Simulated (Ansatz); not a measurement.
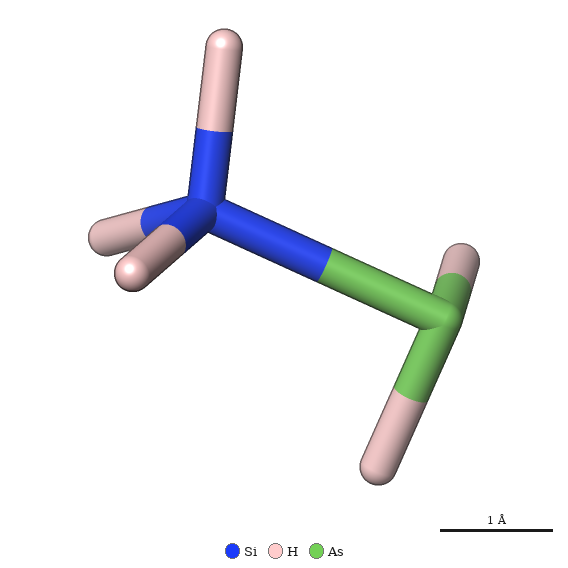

Rendered structure (stick style).

> Which formula does it have?

AsH₅Si, 7 atoms: 1 arsenic, 5 hydrogen and 1 silicon.

> How many atoms are distinct by symmetry?

5: 1 Si, 2 H, 1 H, 1 As, 2 H.

> What is the point group of this geometry?

Cs.

The parts below concern this one geometry. Atoms keep their numbers from picture to picture. The geometry was computed by an optimisation with PBE0-D4/def2-TZVP.

### Shape

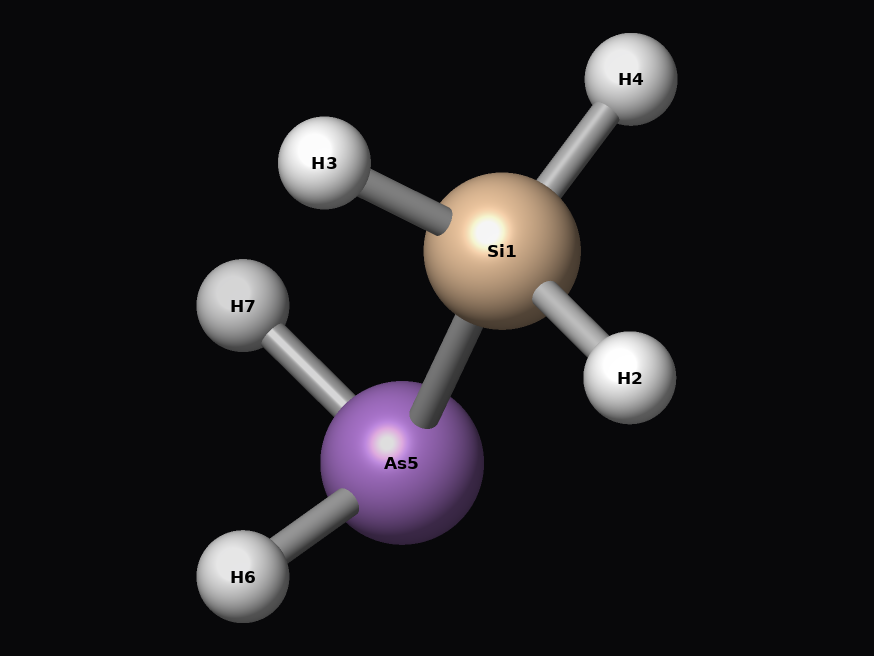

Atoms carry their numbers in the input.

Give these bond angles: H2–Si1–H4, H2–Si1–H3, H3–Si1–As5, H2–Si1–As5, Si1–As5–H6, H6–As5–H7.

| angle | degrees |
| --- | --- |
| H2–Si1–H4 | 108.8 |
| H2–Si1–H3 | 109.1 |
| H3–Si1–As5 | 113.4 |
| H2–Si1–As5 | 108.2 |
| Si1–As5–H6 | 92.1 |
| H6–As5–H7 | 92.2 |

### Vibrations

Harmonic vibrations computed with RKS PBE0-D4/def2-TZVP (Ansatz 0.2.0) at a stationary point of the same level.

> List the wavenumbers.

15 modes: 153, 361, 437, 454, 670, 721, 887, 937, 946, 984, 2207, 2217, 2221, 2235, 2237 cm⁻¹.

### Dipole moment

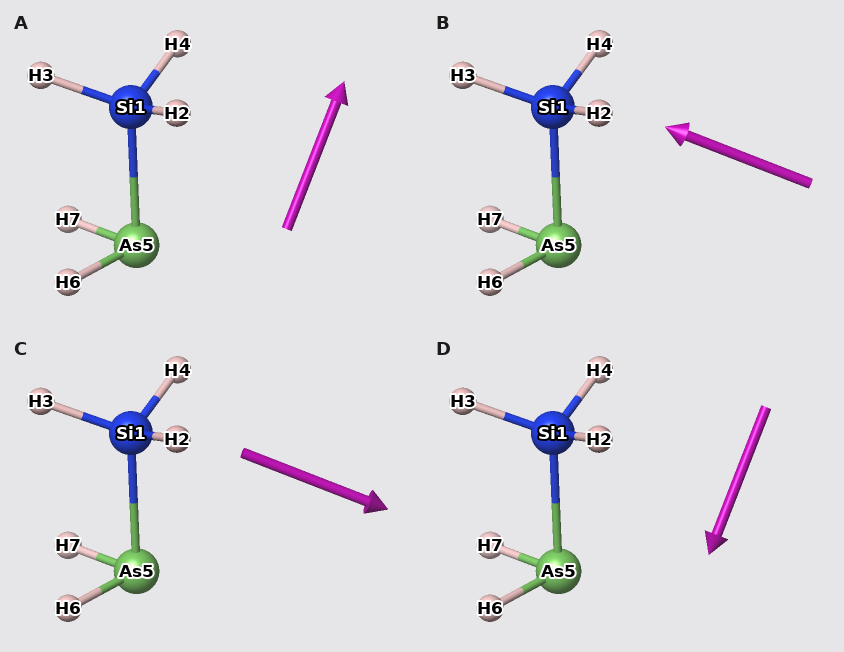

The same molecule four times, each with an arrow. Method: RKS PBE0-D4/def2-TZVP (Ansatz 0.2.0).

> Which arrow points along the dipole moment, from the negative to the positive end?

B. The dipole moment is 0.40 D; it points from the side of As5 to the side of H3 (the outermost atoms at the two ends).

### Electronic properties

Properties computed with RKS B3LYP-D4/def2-TZVPP (Ansatz 0.2.0).

> What is the dispersion correction?

−19.7 kJ/mol.
